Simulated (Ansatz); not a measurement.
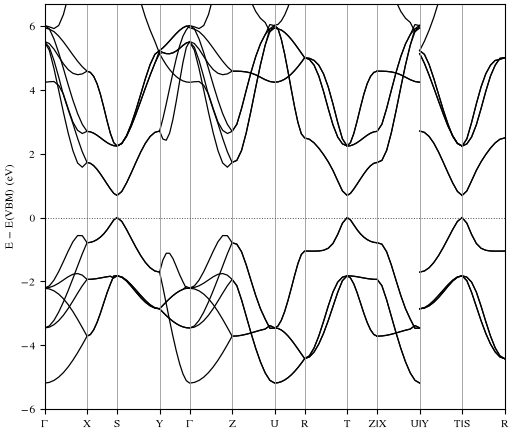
Fig. 1. Band structure from plane-wave PAW r²SCAN (Ansatz code)

Task: Read off the gap and where the band edges lie.

Result: About 0.7 eV (0.69 eV by a search for the band edges); maximum at T, minimum at S.

The material is PbS (rock salt, space group No. 225).

Space group Fm-3m (rock salt). The cell was relaxed with r²SCAN under the symmetry of its start; of distortions, only those at the zone centre were tested. Scalar-relativistic: spin–orbit coupling is off unless named, which matters more the heavier the elements.

Potentials: the later of the program's two PAW sets.
